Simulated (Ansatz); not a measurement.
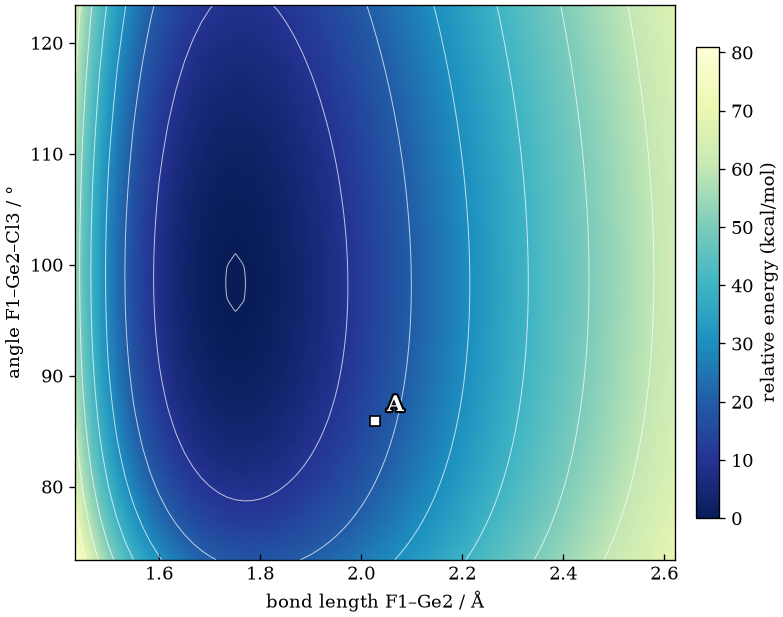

ClFGe, SMILES [F][Ge][Cl]. Coordinates scanned: (1) bond length F1–Ge2; (2) angle F1–Ge2–Cl3. Nothing is relaxed (all other coordinates rigid). The scan uses a 9 × 9 grid. Points are written as (first, second). Energies: kcal/mol, counted from the lowest grid point. The reference is spin-restricted, which grows unreliable where a bond is stretched far. All numbers below come from RKS PBE0-D4/def2-TZVP (Ansatz).

In the figure: a smooth colour map with a few white contour lines, the point A. Between grid points the surface is interpolated.

Which way does the force act at A, and how strong is it?

A, at (2.028 Å, 85.9°), is not a stationary point. The computed force is 77 kcal/mol for each Å towards smaller values of bond length F1–Ge2 and 0.46 kcal/mol for each degree towards larger values of angle F1–Ge2–Cl3.
